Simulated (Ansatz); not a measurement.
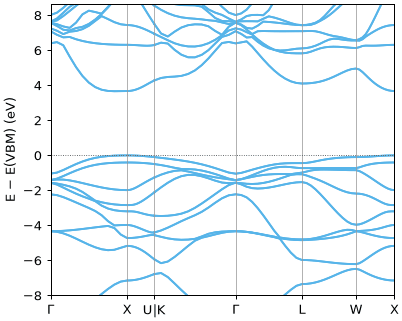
Fig. 1. Band structure from plane-wave PAW r²SCAN with spin–orbit coupling (Ansatz code)

Question: Read off the gap and where the band edges lie.

Answer: About 3.7 eV (3.67 eV by a search for the band edges); maximum at X, minimum on the Γ–X line, 83 % of the way from Γ.

The material is Mg₂H₆Os in space group Fm-3m (No. 225; Mg on 8c, H on 24e, Os on 4a).

The workflow started from a Materials Project entry (that database holds measured and hypothetical structures alike); the Crystallography Open Database copy checked does not list it. Whether it is the stable phase at ambient conditions was not checked. The cell was relaxed with r²SCAN under the symmetry of its start. At this level the phase is dynamically unstable (imaginary phonons). No spin polarisation was allowed.

Potentials: the later of the program's two PAW sets.
